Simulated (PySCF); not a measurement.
**GeS (germanium sulfide) at r2SCAN/STO-6G**

Aim: the vertical ionisation energy of GeS (germanium sulfide) at r2SCAN/STO-6G, from 2 runs. Input form: a Python script.

The calculation is run with PySCF 2.14.0.

12 further runs of the same task are left out: 5 that didn't finish, 7 set aside as unsound or not needed.

### Step 1. The structure to begin with

GeS has 2 atoms, charge 0, and is taken as a singlet. SMILES: `[S+]#[Ge-]`. Geometry: the measured bond length.

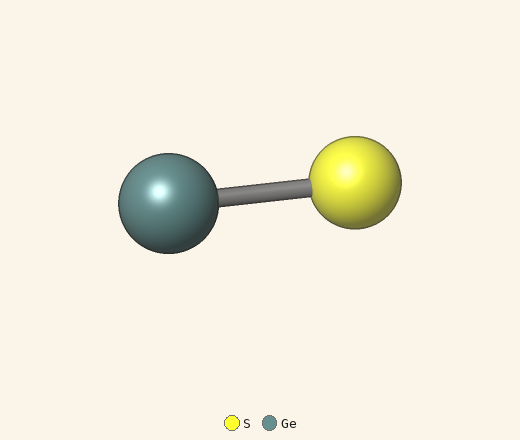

The structure, seen from a chosen angle (sulfur yellow, germanium teal).

### Step 2. The energy at r2SCAN/STO-6G

run.py

```python
from pyscf import gto, dft

system = gto.M(
    atom='''
S        0.000000       0.000000       0.000000
Ge       0.000000       0.000000       2.012086
''',
    spin=0,
    basis='sto-6g',
    max_memory=1860,
    verbose=3,
)

calc0 = dft.RKS(system, xc='r2scan')
calc0.grids.level = 5
calc0.conv_tol = 1e-10
calc0.kernel()
if not calc0.converged:
    calc0 = calc0.newton().run(calc0.mo_coeff, calc0.mo_occ)

energy = calc0.e_tot
print('E(%s) = %.9f' % ('R2SCAN', energy))
```

Launch:

```sh
$ OMP_NUM_THREADS=1 python run.py
```

Output:

```text
converged SCF energy = -2462.47302772756
E(R2SCAN) = -2462.473027728
```

Wall time 5.7 s (1 thread of Arm Neoverse V1, shared host); peak memory 0.21 GiB.

### Step 3. The doublet cation

calc.py

```python
from pyscf import gto, dft

molecule = gto.M(
    atom=[
    ('S', (0.000000, 0.000000, 0.000000)),
    ('Ge', (0.000000, 0.000000, 2.012086)),
],
    charge=1,
    spin=1,
    max_memory=1860,
    verbose=4,
    basis='sto-6g',
)

mf = dft.UKS(molecule, xc='r2scan')
mf.conv_tol = 1e-10
mf.grids.level = 5
mf.kernel()
if not mf.converged:
    mf = mf.newton().run(mf.mo_coeff, mf.mo_occ)

e_tot = mf.e_tot
print(f'total energy: {e_tot:.8f} hartree')
```

Launch:

```sh
$ OMP_NUM_THREADS=1 python calc.py
```

Output:

```text
PySCF version 2.14.0

[INPUT] num. atoms = 2
[INPUT] num. electrons = 47
[INPUT] charge = 1
[INPUT] spin (= nelec alpha-beta = 2S) = 1
[INPUT] symmetry False subgroup None
[INPUT] Mole.unit = angstrom
[INPUT] Symbol           X                Y                Z      unit          X                Y                Z       unit  Magmom
[INPUT]  1 S      0.000000000000   0.000000000000   0.000000000000 AA    0.000000000000   0.000000000000   0.000000000000 Bohr   0.0
[INPUT]  2 Ge     0.000000000000   0.000000000000   2.012086000000 AA    0.000000000000   0.000000000000   3.802291479072 Bohr   0.0

nuclear repulsion = 134.655641951209
number of shells = 13
number of NR pGTOs = 162
number of NR cGTOs = 27
basis = sto-6g
ecp = {}

******** <class 'pyscf.dft.uks.UKS'> ********
method = UKS
initial guess = minao
damping factor = 0
level_shift factor = 0
DIIS = <class 'pyscf.scf.diis.CDIIS'>
diis_start_cycle = 1
diis_space = 8
diis_damp = 0
SCF conv_tol = 1e-10
SCF conv_tol_grad = None
SCF max_cycles = 50
direct_scf = True
direct_scf_tol = 1e-13
number electrons alpha = 24  beta = 23
XC library pyscf.dft.libxc version 7.0.0
    S. Lehtola, C. Steigemann, M. J.T. Oliveira, and M. A.L. Marques.,  SoftwareX 7, 1–5 (2018)
XC functionals = r2scan
    J. W. Furness, A. D. Kaplan, J. Ning, J. P. Perdew, and J. Sun.,  J. Phys. Chem. Lett. 11, 8208-8215 (2020)
    J. W. Furness, A. D. Kaplan, J. Ning, J. P. Perdew, and J. Sun.,  J. Phys. Chem. Lett. 11, 9248-9248 (2020)
    J. W. Furness, A. D. Kaplan, J. Ning, J. P. Perdew, and J. Sun.,  J. Phys. Chem. Lett. 11, 8208-8215 (2020)
    J. W. Furness, A. D. Kaplan, J. Ning, J. P. Perdew, and J. Sun.,  J. Phys. Chem. Lett. 11, 9248-9248 (2020)
radial grids:
    Treutler-Ahlrichs [JCP 102, 346 (1995); DOI:10.1063/1.469408] (M4) radial grids

becke partition: Becke, JCP 88, 2547 (1988); DOI:10.1063/1.454033
pruning grids: <function nwchem_prune>
grids dens level: 5
symmetrized grids: False
atomic radii adjust function: <function treutler_atomic_radii_adjust>
small_rho_cutoff = 0
Set gradient conv threshold to 1e-05
tot grids = 87784
init E= -2460.593148791
[... the frontier-level lines of each cycle are left out ...]



cycle= 1 E= -2461.98282169429  delta_E= -1.39  |g|= 0.489  |ddm|= 1.76



cycle= 2 E= -2449.12410600433  delta_E= 12.9  |g|= 2.81  |ddm|= 4.03
cycle= 3 E= -2461.6524012503  delta_E= -12.5  |g|= 0.598  |ddm|= 3.78



cycle= 4 E= -2462.0865534808  delta_E= -0.434  |g|= 0.416  |ddm|= 1.95
cycle= 5 E= -2462.11457003782  delta_E= -0.028  |g|= 0.364  |ddm|= 0.151
cycle= 6 E= -2462.13245492581  delta_E= -0.0179  |g|= 0.326  |ddm|= 0.239
cycle= 7 E= -2462.15316931574  delta_E= -0.0207  |g|= 0.274  |ddm|= 0.199
cycle= 8 E= -2462.1923779782  delta_E= -0.0392  |g|= 0.135  |ddm|= 0.307
cycle= 9 E= -2462.20671341818  delta_E= -0.0143  |g|= 0.0359  |ddm|= 0.165
cycle= 10 E= -2462.21024836311  delta_E= -0.00353  |g|= 0.0184  |ddm|= 0.259
cycle= 11 E= -2462.21093351416  delta_E= -0.000685  |g|= 0.00419  |ddm|= 0.085
cycle= 12 E= -2462.21114668245  delta_E= -0.000213  |g|= 0.00478  |ddm|= 0.103
cycle= 13 E= -2462.21116380788  delta_E= -1.71e-05  |g|= 0.00173  |ddm|= 0.0131
cycle= 14 E= -2462.21116611855  delta_E= -2.31e-06  |g|= 0.00013  |ddm|= 0.00229
cycle= 15 E= -2462.21116612731  delta_E= -8.75e-09  |g|= 0.000113  |ddm|= 0.000387
cycle= 16 E= -2462.21116613732  delta_E= -1e-08  |g|= 1.51e-06  |ddm|= 0.000197
cycle= 17 E= -2462.21116613732  delta_E= -4.55e-12  |g|= 1.6e-06  |ddm|= 6.52e-06
Extra cycle  E= -2462.21116613726  delta_E= 6.55e-11  |g|= 9.37e-06  |ddm|= 1.5e-05
converged SCF energy = -2462.21116613726  <S^2> = 0.76396231  2S+1 = 2.0139139
total energy: -2462.21116614 hartree
```

It took 9.6 s on 1 thread of Arm Neoverse V1, shared host; peak memory 0.21 GiB.

### Step 4. Outcome

At r2SCAN/STO-6G:

| quantity | value |
| --- | --- |
| singlet GeS: total energy | -2462.47303 Eh |
| singlet GeS: dipole moment | 0.01 D |
| singlet GeS: HOMO energy | -1.04 eV |
| singlet GeS: LUMO energy | 0.74 eV |
| singlet GeS: HOMO–LUMO gap | 1.78 eV |
| doublet cation: total energy | -2462.21117 Eh |
| doublet cation: HOMO energy (highest over α and β) | -12.28 eV |
| doublet cation: LUMO energy (lowest over α and β) | -11.42 eV |
| doublet cation: ⟨S²⟩ | 0.764 |
| vertical ionisation energy (to the doublet cation) | 7.126 eV |

**Reading.** Removing an electron at fixed nuclei costs 7.13 eV (688 kJ/mol). The negative HOMO energy of the first species, 1.04 eV, lies 6.09 eV below that difference. In a minimal basis such a difference can be off by several eV, whatever the method.
